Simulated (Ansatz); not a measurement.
## Fields on a plane of ZnCu (CsCl type)

```
ZnCu
1.0
    2.96382     0.00000     0.00000
    0.00000     2.96382     0.00000
    0.00000     0.00000     2.96382
Zn Cu
1 1
Direct
  0.50000   0.50000   0.50000
  0.00000   0.00000   0.00000
```

The slice is a {210} plane (indices of the conventional cell) through the point (0.500, 0.500, 0.500) (fractional), spanned by u = [100] and v = [021] in vectors of this cell: u (2.96 Å) and v (6.63 Å, at 90° to u). It covers one period; positions are fractions (u, v).

Atoms on it: Zn at (0.00, 0.00). Other atoms lie within 1 Å of the plane.

All values below come from PBE (plane waves to 420 eV, PAW, scalar-relativistic; Ansatz, an electronic-structure program). k mesh 16×16×16. Near the nuclei the fields are pseudised (PAW); where an atom keeps semicore shells as valence, they peak there. ZnCu is run without spin polarisation. ZnCu was relaxed with its symmetry unable to fall.

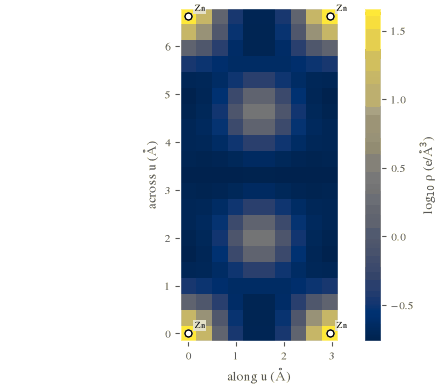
*Log₁₀ of the valence density in e/Å³, one period of the plane, atoms marked. The scale is logarithmic, as a density can span decades between atoms and voids.*

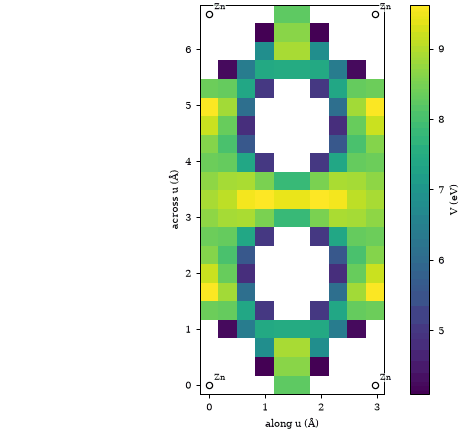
Figure: Electrostatic potential energy of an electron, from the cell's mean, in eV, one period of the plane, atoms marked. Points within 1 Å of a nucleus are left white, as the pseudised field means little there. The zero, the cell's mean, hangs on the PAW cores.
